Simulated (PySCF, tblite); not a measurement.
# C2H12OSSi3: geometry, infrared bands and NMR shifts

Aim: predict the infrared bands and NMR shifts of C2H12OSSi3 (`CC[Si@](O)([SiH3])S[SiH3]`).

Programs: tblite 0.8.0 and PySCF 2.14.0, with density-fitted response routines of our own. Each step states its level of theory. These are calculated values for one molecule in the gas phase, unless marked as measured. Atoms count from 0, in the outputs and in this text.

**1. The molecule as given**

19 atoms, charge 0, multiplicity 1; geometry from: force field or distance geometry start.

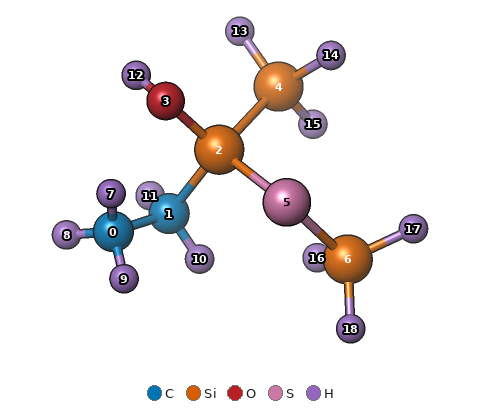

The starting geometry (carbon blue, silicon orange, oxygen red, sulfur pink, hydrogen purple), atoms numbered; sticks join atoms by distance.

**2. Geometry optimisation with GFN2-xTB**

The job: settings as JSON, then the geometry in Å.

```
{"job": {"kind": "relax", "xc": "GFN2-xTB", "basis": "xTB"}, "charge": 0, "multiplicity": 1}
C     -1.268400    -1.927600    -1.091200
C     -0.502000    -0.612500    -1.170700
Si    -0.629700     0.133500     0.547000
O     -2.188700    -0.214200     1.143800
Si    -0.323300     2.331300     0.562500
S      0.936500    -0.737900     1.707600
Si     2.775300    -0.148600     0.731100
H     -1.881300    -1.936200    -0.148600
H     -1.893100    -2.047100    -1.987900
H     -0.572300    -2.778400    -0.989200
H      0.561300    -0.883600    -1.368000
H     -0.905600     0.045300    -1.950400
H     -2.898900     0.230100     0.626100
H     -1.553400     3.079400     0.226600
H      0.009300     2.718700     1.949900
H      0.816200     2.756500    -0.247600
H      2.438900     0.418300    -0.587500
H      3.428500     0.881000     1.550700
H      3.640800    -1.298800     0.488500
```

Started as:

```sh
$ OMP_NUM_THREADS=1 python probes_run.py task.json out
```

One launch serves the whole session: the jobs run in the order shown.

The log of the run:

```text
step      E/eV     max force
  0    -624.72534    1.668
  1    -624.88246    0.813
  2    -624.95390    0.866
  3    -624.99198    0.889
  4    -625.06813    0.509
  5    -625.09773    0.431
  6    -625.13110    0.427
  7    -625.15661    0.382
  8    -625.18353    0.435
  9    -625.21052    0.454
 10    -625.23773    0.365
 11    -625.25663    0.329
 12    -625.26751    0.227
 13    -625.27552    0.261
 14    -625.28213    0.236
 15    -625.28740    0.156
 16    -625.29191    0.154
 17    -625.29639    0.215
 18    -625.30111    0.251
 19    -625.30523    0.189
 20    -625.30845    0.117
 21    -625.31157    0.140
 22    -625.31548    0.206
 23    -625.32060    0.247
 24    -625.32633    0.205
 25    -625.33139    0.136
 26    -625.33563    0.182
 27    -625.34076    0.214
 28    -625.34806    0.291
 29    -625.35638    0.280
 30    -625.36277    0.200
 31    -625.36850    0.295
 32    -625.37354    0.259
 33    -625.38185    0.171
 34    -625.38615    0.192
 35    -625.39230    0.215
 36    -625.39797    0.217
 37    -625.40614    0.203
 38    -625.41394    0.179
 39    -625.41712    0.237
 40    -625.42161    0.163
 41    -625.42427    0.120
 42    -625.42872    0.132
 43    -625.43157    0.140
 44    -625.43461    0.128
 45    -625.43632    0.085
 46    -625.43743    0.072
 47    -625.43854    0.079
 48    -625.44033    0.115
 49    -625.44246    0.118
 50    -625.44441    0.087
 51    -625.44592    0.104
 52    -625.44715    0.101
 53    -625.44831    0.081
 54    -625.44939    0.090
 55    -625.45023    0.069
 56    -625.45100    0.101
 57    -625.45218    0.120
 58    -625.45606    0.221
 59    -625.46099    0.530
 60    -625.46634    0.281
 61    -625.47668    0.588
 62    -625.48877    0.460
 63    -625.49622    0.522
 64    -625.50619    0.233
 65    -625.48739    1.495
 66    -625.51743    0.154
 67    -625.52277    0.168
 68    -625.52549    1.066
 69    -625.53724    0.159
 70    -625.54089    0.165
 71    -625.54733    0.606
 72    -625.55179    0.223
 73    -625.55640    0.150
 74    -625.56345    0.210
 75    -625.56952    0.264
 76    -625.57391    0.165
 77    -625.57698    0.141
 78    -625.57903    0.096
 79    -625.58068    0.208
 80    -625.58246    0.182
 81    -625.58394    0.219
 82    -625.58523    0.137
 83    -625.58642    0.135
 84    -625.58775    0.067
 85    -625.58858    0.113
 86    -625.58918    0.067
 87    -625.58946    0.040
 88    -625.58991    0.038
 89    -625.59020    0.041
 90    -625.59059    0.040
 91    -625.59085    0.047
 92    -625.59107    0.043
 93    -625.59131    0.035
 94    -625.59162    0.041
 95    -625.59190    0.029
 96    -625.59208    0.027
 97    -625.59219    0.025
 98    -625.59230    0.026
 99    -625.59243    0.034
100    -625.59258    0.022
101    -625.59271    0.055
102    -625.59281    0.034
103    -625.59293    0.030
104    -625.59307    0.019
105    -625.59321    0.026
106    -625.59336    0.033
107    -625.59350    0.030
108    -625.59362    0.021
109    -625.59374    0.020
110    -625.59383    0.025
111    -625.59393    0.027
112    -625.59403    0.026
113    -625.59416    0.026
114    -625.59429    0.025
115    -625.59441    0.025
116    -625.59454    0.030
117    -625.59472    0.031
118    -625.59492    0.028
119    -625.59511    0.033
120    -625.59527    0.031
121    -625.59543    0.026
122    -625.59561    0.030
123    -625.59582    0.031
124    -625.59600    0.032
125    -625.59616    0.034
126    -625.59634    0.038
127    -625.59658    0.062
128    -625.59697    0.047
129    -625.59750    0.053
130    -625.59786    0.056
131    -625.59816    0.045
132    -625.59844    0.056
133    -625.59866    0.045
134    -625.59888    0.075
135    -625.59901    0.026
136    -625.59917    0.029
137    -625.59936    0.027
138    -625.59950    0.029
139    -625.59963    0.038
140    -625.59983    0.035
141    -625.60012    0.036
142    -625.60029    0.034
143    -625.60057    0.038
144    -625.60098    0.054
145    -625.60160    0.059
146    -625.60231    0.053
147    -625.60297    0.057
148    -625.60350    0.056
149    -625.60391    0.048
150    -625.60415    0.084
151    -625.60427    0.046
152    -625.60445    0.083
153    -625.60475    0.037
154    -625.60500    0.053
155    -625.60542    0.072
156    -625.60571    0.060
157    -625.60601    0.036
158    -625.60636    0.044
159    -625.60673    0.063
160    -625.60704    0.047
161    -625.60736    0.043
162    -625.60757    0.072
163    -625.60784    0.080
164    -625.60831    0.067
165    -625.60889    0.039
166    -625.60880    0.077
167    -625.60944    0.041
168    -625.60959    0.025
169    -625.60985    0.030
170    -625.61001    0.037
171    -625.61027    0.052
172    -625.61056    0.066
173    -625.61082    0.049
174    -625.61100    0.028
175    -625.61116    0.031
176    -625.61126    0.022
177    -625.61131    0.022
178    -625.61134    0.012
179    -625.61138    0.016
180    -625.61142    0.016
181    -625.61148    0.015
182    -625.61154    0.016
183    -625.61160    0.016
184    -625.61165    0.012
185    -625.61170    0.014
186    -625.61175    0.019
187    -625.61184    0.027
188    -625.61195    0.034
189    -625.61205    0.026
190    -625.61212    0.018
191    -625.61217    0.017
192    -625.61220    0.017
193    -625.61224    0.017
194    -625.61227    0.013
195    -625.61230    0.015
196    -625.61233    0.013
197    -625.61238    0.017
198    -625.61244    0.019
199    -625.61251    0.025
200    -625.61262    0.030
201    -625.61279    0.037
202    -625.61306    0.045
203    -625.61347    0.057
204    -625.61403    0.056
205    -625.61463    0.052
206    -625.61508    0.052
207    -625.61536    0.035
208    -625.61536    0.074
209    -625.61568    0.030
210    -625.61582    0.024
211    -625.61617    0.036
212    -625.61626    0.036
213    -625.61644    0.031
214    -625.61651    0.023
215    -625.61658    0.016
216    -625.61662    0.022
217    -625.61667    0.018
218    -625.61671    0.013
219    -625.61675    0.012
220    -625.61679    0.013
221    -625.61682    0.013
222    -625.61687    0.012
223    -625.61691    0.014
224    -625.61695    0.014
225    -625.61700    0.014
226    -625.61704    0.017
227    -625.61708    0.015
228    -625.61713    0.016
229    -625.61719    0.016
230    -625.61725    0.016
231    -625.61734    0.024
232    -625.61746    0.029
233    -625.61760    0.027
234    -625.61773    0.025
235    -625.61783    0.021
236    -625.61790    0.020
237    -625.61795    0.016
238    -625.61800    0.016
239    -625.61803    0.013
240    -625.61806    0.011
241    -625.61809    0.010
242    -625.61811    0.010
```

Run time: 4.5 s. Hardware: 1 thread of Arm Neoverse N1, shared host.

Along the way: (not every step is listed)

| step | energy from step 0 (eV) | largest force (eV/Å) |
| --- | --- | --- |
| 0 | 0.0000 | 1.6683 |
| 1 | -0.1571 | 0.8135 |
| 2 | -0.2286 | 0.8656 |
| 3 | -0.2666 | 0.8890 |
| 4 | -0.3428 | 0.5087 |
| 5 | -0.3724 | 0.4315 |
| 6 | -0.4058 | 0.4274 |
| 7 | -0.4313 | 0.3825 |
| 8 | -0.4582 | 0.4347 |
| 30 | -0.6374 | 0.2004 |
| 52 | -0.7218 | 0.1013 |
| 74 | -0.8381 | 0.2099 |
| 96 | -0.8667 | 0.0273 |
| 118 | -0.8696 | 0.0282 |
| 140 | -0.8745 | 0.0353 |
| 162 | -0.8822 | 0.0715 |
| 184 | -0.8863 | 0.0123 |
| 206 | -0.8897 | 0.0520 |
| 228 | -0.8918 | 0.0162 |
| 237 | -0.8926 | 0.0156 |
| 238 | -0.8927 | 0.0163 |
| 239 | -0.8927 | 0.0132 |
| 240 | -0.8927 | 0.0106 |
| 241 | -0.8928 | 0.0103 |
| 242 | -0.8928 | 0.0103 |

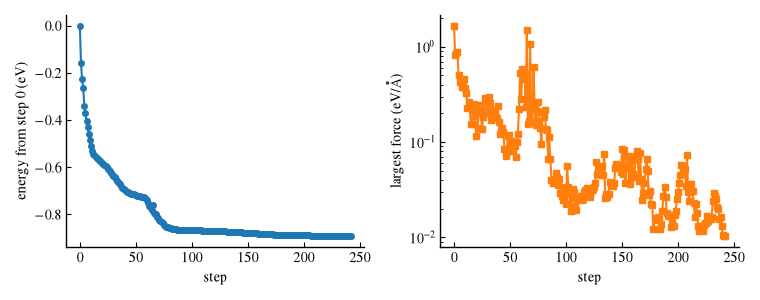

Energy and force, step by step.

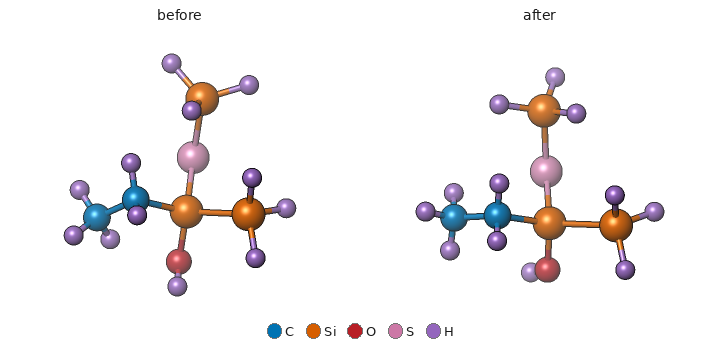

The geometry before (left) and after (right).

Close pairs (by a distance rule), those that changed most:

| bond | before (Å) | after (Å) | change (Å) |
| --- | --- | --- | --- |
| Si2–Si4 | 2.219 | 2.308 | +0.089 |
| Si2–O3 | 1.705 | 1.627 | -0.079 |
| Si2–S5 | 2.135 | 2.196 | +0.060 |
| C1–Si2 | 1.877 | 1.917 | +0.040 |
| C0–H7 | 1.124 | 1.088 | -0.036 |
| S5–Si6 | 2.164 | 2.130 | -0.034 |
| O3–H12 | 0.985 | 0.956 | -0.029 |
| C1–H10 | 1.115 | 1.092 | -0.023 |

The next job starts from the end point, and lists it.

**3. Vibrational analysis with GFN2-xTB**

The job: settings as JSON, then the geometry in Å.

```
{"job": {"kind": "ir", "xc": "GFN2-xTB", "basis": "xTB"}, "charge": 0, "multiplicity": 1}
C     -1.011179    -1.845297    -1.279806
C     -0.675230    -0.356988    -1.228708
Si    -0.679267     0.373038     0.544203
O     -2.104212     0.107534     1.282353
Si    -0.336686     2.651606     0.676993
S      0.756299    -0.825800     1.694205
Si     2.591823    -0.598199     0.638658
H     -2.020621    -2.021112    -0.913201
H     -0.950149    -2.222121    -2.299545
H     -0.320014    -2.416731    -0.662707
H      0.303348    -0.195677    -1.685551
H     -1.394974     0.191037    -1.839350
H     -2.310322    -0.729698     1.694776
H     -1.579430     3.395080     0.470773
H      0.230115     3.081161     1.957363
H      0.599346     3.099101    -0.363233
H      2.567592    -1.442096    -0.551688
H      2.730073     0.805471     0.264803
H      3.593685    -1.041059     1.592202
```

The log of the run:

```text
mode    cm-1     km/mol
  1     -22.1      0.43
  2      37.3      1.89
  3      54.8      0.30
  4      78.2      1.64
  5      91.7      0.88
  6     103.8      0.38
  7     114.3      1.63
  8     156.2     18.84
  9     171.8     17.86
 10     188.5      2.77
 11     244.0     10.60
 12     267.2     77.25
 13     285.2     23.34
 14     390.9     52.97
 15     446.4      7.62
 16     458.1     25.90
 17     515.8     31.24
 18     527.9     88.91
 19     536.7     68.63
 20     570.5     98.34
 21     672.4     50.69
 22     725.6     44.16
 23     752.4    224.60
 24     770.2    777.49
 25     776.5    333.33
 26     789.3    137.56
 27     793.9     38.62
 28     800.4    138.58
 29     806.6    334.13
 30     894.6    161.28
 31     976.7     13.36
 32    1016.4      9.50
 33    1068.2     20.40
 34    1241.8      3.21
 35    1289.1      4.14
 36    1417.1      1.56
 37    1482.9      2.29
 38    1506.8      1.12
 39    1510.5      2.56
 40    2207.6    266.20
 41    2248.0    215.69
 42    2263.1    325.13
 43    2283.7    316.29
 44    2295.7    163.36
 45    2359.8    214.49
 46    2963.1     47.62
 47    2978.7     22.56
 48    3013.0     50.65
 49    3022.5     43.32
 50    3029.6     23.29
 51    3619.8     23.80
```

It took 1.7 s on 1 thread of Arm Neoverse N1, shared host.

The strongest bands and the atoms that carry them (share of the mass-weighted mode):

| cm⁻¹ | km/mol | atoms |
| --- | --- | --- |
| 752 | 224.6 | H18 40 %, H17 37 % |
| 770 | 777.5 | H18 29 %, H16 20 %, H12 17 %, H17 14 % |
| 776 | 333.3 | H14 27 %, H13 26 %, H12 17 %, H15 12 % |
| 807 | 334.1 | H13 23 %, H15 20 %, H14 17 % |
| 2208 | 266.2 | H15 96 % |
| 2248 | 215.7 | H14 97 % |
| 2263 | 325.1 | H13 95 % |
| 2284 | 316.3 | H17 49 %, H16 45 % |

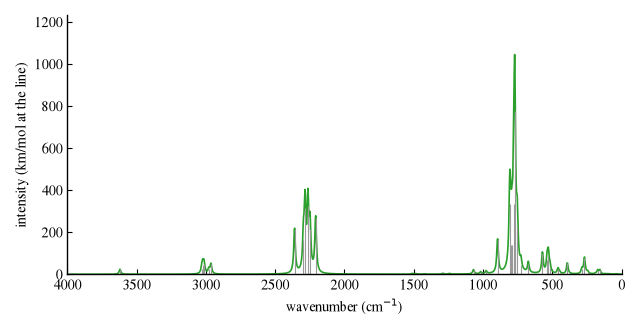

The infrared spectrum from these modes, unscaled. Lines are broadened to a width of 14 cm⁻¹ (Lorentzian).

**4. Shielding tensors: PBE0/pcSseg-1**

The job, as its differences from that of step 3:

```diff
@@ -1,2 +1,2 @@
-{"job": {"kind": "ir", "xc": "GFN2-xTB", "basis": "xTB"}, "charge": 0, "multiplicity": 1}
+{"job": {"kind": "nmr", "xc": "PBE0", "basis": "pcSseg-1"}, "charge": 0, "multiplicity": 1}
 C     -1.011179    -1.845297    -1.279806
```

With the program's defaults for keys left out, this is: GIAO PBE0/pcSseg-1 NMR shielding, non-relativistic, gas phase.

The log of the run:

```text
coarse grid: 17200 points
cycle   1  E = -1424.4950257563  dE =  3.739e-01  |g| = 7.737e-01  |ddm| = 3.871e+00
cycle   2  E = -1424.3602893456  dE =  1.347e-01  |g| = 1.143e+00  |ddm| = 1.783e+00
cycle   3  E = -1424.6119333271  dE = -2.516e-01  |g| = 1.117e-01  |ddm| = 1.240e+00
cycle   4  E = -1424.6143184193  dE = -2.385e-03  |g| = 4.521e-02  |ddm| = 1.545e-01
cycle   5  E = -1424.6148016060  dE = -4.832e-04  |g| = 6.560e-03  |ddm| = 4.953e-02
cycle   6  E = -1424.6148119512  dE = -1.035e-05  |g| = 2.179e-03  |ddm| = 1.066e-02
cycle   7  E = -1424.6148130534  dE = -1.102e-06  |g| = 5.005e-04  |ddm| = 3.114e-03
final grid: 145616 points
cycle   8  E = -1424.6651852270  dE = -2.976e-05  |g| = 8.454e-03  |ddm| = 2.757e-02
cycle   9  E = -1424.6651713187  dE =  1.391e-05  |g| = 1.163e-02  |ddm| = 1.806e-02
cycle  10  E = -1424.6652005826  dE = -2.926e-05  |g| = 9.568e-04  |ddm| = 1.104e-02
cycle  11  E = -1424.6652007451  dE = -1.625e-07  |g| = 2.386e-04  |ddm| = 9.820e-04
cycle  12  E = -1424.6652007578  dE = -1.269e-08  |g| = 6.021e-05  |ddm| = 3.324e-04
cycle  13  E = -1424.6652007587  dE = -8.754e-10  |g| = 1.879e-05  |ddm| = 9.045e-05
converged SCF energy = -1424.6652007587

GIAO shielding tensors (ppm)
atom      isotropic    diamagn.    paramagn.     s11        s22        s33       span
  0 C      179.961     247.271     -67.310    174.242    177.464    188.177     13.935
  1 C      167.845     257.842     -89.996    158.977    166.048    178.510     19.533
  2 Si     321.775     879.880    -558.105    283.906    335.958    345.462     61.556
  3 O      290.294     387.810     -97.515    255.687    275.817    339.380     83.692
  4 Si     467.060     880.782    -413.723    445.337    474.981    480.861     35.524
  5 S      786.344    1062.460    -276.116    681.549    785.060    892.423    210.874
  6 Si     414.664     880.787    -466.123    377.003    411.814    455.174     78.171
  7 H       30.840      30.351       0.488     25.932     29.177     37.410     11.477
  8 H       30.495      28.961       1.533     25.288     27.510     38.685     13.397
  9 H       30.313      31.667      -1.354     24.545     31.413     34.982     10.436
 10 H       31.271      35.345      -4.074     28.377     29.515     35.922      7.546
 11 H       30.737      32.953      -2.216     25.682     29.815     36.713     11.031
 12 H       29.729      32.247      -2.518     22.053     25.471     41.664     19.611
 13 H       28.159      29.019      -0.860     24.523     25.893     34.062      9.540
 14 H       28.253      29.065      -0.811     24.540     26.531     33.689      9.149
 15 H       28.313      29.867      -1.554     24.871     26.912     33.155      8.284
 16 H       27.231      30.631      -3.399     22.673     26.251     32.769     10.096
 17 H       27.284      30.737      -3.453     22.939     26.549     32.364      9.425
 18 H       27.188      29.093      -1.905     22.999     24.614     33.951     10.952
```

Wall time 73 s (1 thread of Arm Neoverse N1, shared host); peak memory 1 GiB.

Shifts follow as δ = σ(reference) − σ, with reference shieldings (ppm) from runs at the same level and on the same kind of geometry: 1H TMS 31.72, 13C TMS 186.9, 29Si TMS 349.2, 17O H2O 336.1, 33S CS2 504. The references are single molecules in the gas phase, so shifts against H2O, NH3, PH3, H3PO4 or CFCl3 are not on the usual liquid scales and can be off by tens of ppm. Atoms listed in one row are averaged.

| atoms | environment | σ (ppm) | δ (ppm) | δ scaled to CDCl3 |
| --- | --- | --- | --- | --- |
| C1 | sp3 CH2 bonded to Si | 167.8 | 19.1 | 16.7 |
| C0 | methyl carbon | 180.0 | 7.0 | 4.9 |
| H16, H17, H18 | hydrogen on a silicon bonded to S | 27.23 | 4.48 | – |
| H13, H14, H15 | hydrogen on a silicon bonded to Si | 28.24 | 3.48 | – |
| H12 | hydrogen on an oxygen bonded to Si | 29.73 | 1.99 | – |
| H7, H8, H9 | hydrogen on a methyl carbon | 30.55 | 1.17 | 1.21 |
| H11 | hydrogen on an sp3 CH2 bonded to Si | 30.74 | 0.98 | 1.03 |
| H10 | hydrogen on an sp3 CH2 bonded to Si | 31.27 | 0.45 | 0.53 |
| Si2 | silicon bonded to C, O, S, Si | 321.8 | 27.4 | – |
| Si6 | silicon bonded to S, 3 H | 414.7 | -65.5 | – |
| Si4 | silicon bonded to Si, 3 H | 467.1 | -117.9 | – |
| O3 | oxygen bonded to Si, H | 290.3 | 45.8 | – |
| S5 | sulfur bonded to 2 Si | 786 | -283 | – |

The scaled column applies a straight-line fit of computed shieldings to shifts measured in CDCl3, with any fitted terms for Cl, Br or S neighbours (root-mean-square error 0.16 ppm for H, 1.9 ppm for C).

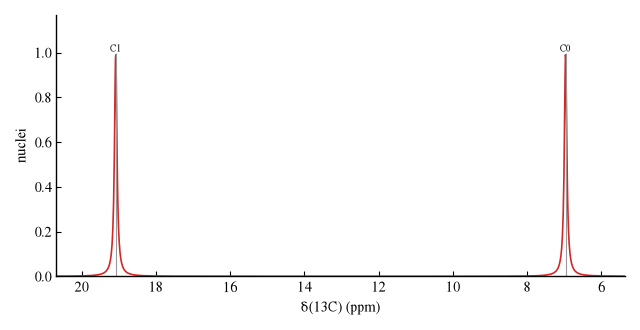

13C lines at the computed shifts, without couplings. Lines are broadened to a width of 0.08 ppm (Lorentzian).

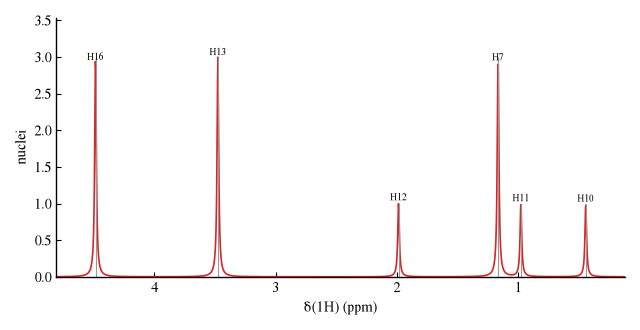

1H lines at the computed shifts, without couplings. Lines are broadened to a width of 0.02 ppm (Lorentzian).

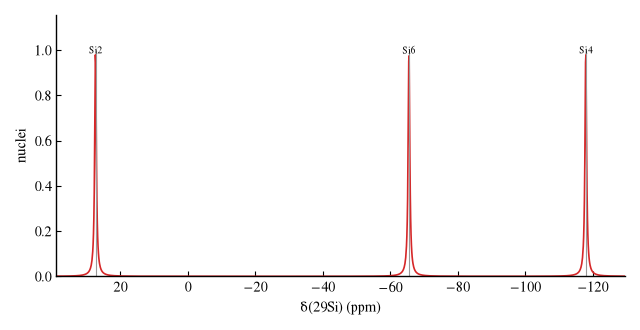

29Si lines at the computed shifts, without couplings. Lines are broadened to a width of 0.58 ppm (Lorentzian).

Charges from the same density, by scheme (e):

| atoms | Mulliken | IAO | Hirshfeld | ESP fit |
| --- | --- | --- | --- | --- |
| C0 | -0.28 | -0.41 | -0.12 | -0.20 |
| C1 | -0.58 | -0.55 | -0.16 | -0.02 |
| Si2 | 0.73 | 0.94 | 0.34 | 0.49 |
| O3 | -0.55 | -0.78 | -0.30 | -0.66 |
| Si4 | 0.23 | 0.26 | 0.21 | 0.15 |
| S5 | -0.56 | -0.47 | -0.20 | -0.42 |
| Si6 | 0.45 | 0.55 | 0.30 | 0.34 |

IAO charges:

C0 -0.41; C1 -0.55; Si2 0.94; O3 -0.78; Si4 0.26; S5 -0.47; Si6 0.55; H7 0.14; H8 0.14; H9 0.14; H10 0.14; H11 0.15; H12 0.37; H13 -0.09; H14 -0.09; H15 -0.10; H16 -0.12; H17 -0.12; H18 -0.10

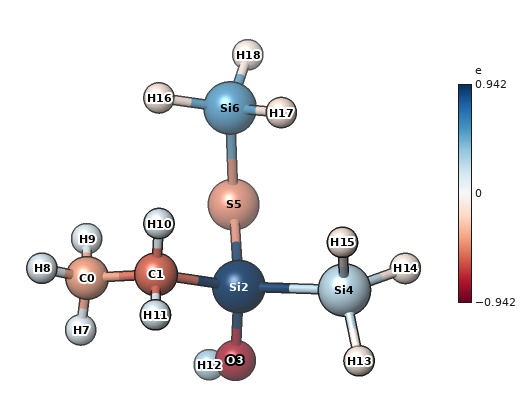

IAO charges, as colours on the atoms.

Mayer bond orders: C0–C1 1.05, C1–Si2 0.85, Si2–O3 1.04, Si2–Si4 0.88, Si2–S5 0.91, S5–Si6 0.95.

**5. Summary of results**

| quantity | value |
| --- | --- |
| strongest single infrared mode (GFN2-xTB) | 770 cm⁻¹, 777 km/mol |
| zero-point energy (GFN2-xTB) | 81.2 kcal/mol |
| 13C shifts against TMS (PBE0/pcSseg-1) | 19.1, 7.0 ppm |
| 1H shifts against TMS (PBE0/pcSseg-1, means over atoms taken as alike) | 4.48, 3.48, 1.99, 1.17, 0.98, 0.45 ppm |
| 29Si shifts against TMS (PBE0/pcSseg-1) | 27.4, -65.5, -117.9 ppm |
| 17O shifts against H2O (PBE0/pcSseg-1) | 45.8 ppm |
| 33S shifts against CS2 (PBE0/pcSseg-1) | -283 ppm |

In words: Relaxing lowered the energy by 0.893 eV in 242 steps; the close pair that moved most is Si2–Si4, from 2.219 to 2.308 Å. The lowest mode is imaginary (22i cm⁻¹), so the xTB geometry is not a minimum. The strongest single mode, at 770 cm⁻¹, is spread over several atoms, H18, H16, H12, H17 among them. GFN2-xTB is a fitted tight-binding method: band positions and strengths are rough. Its intensities can rank the bands wrongly. At PBE0/pcSseg-1: Shielding is most anisotropic at S5 (span 211 ppm, paramagnetic term -276 ppm).
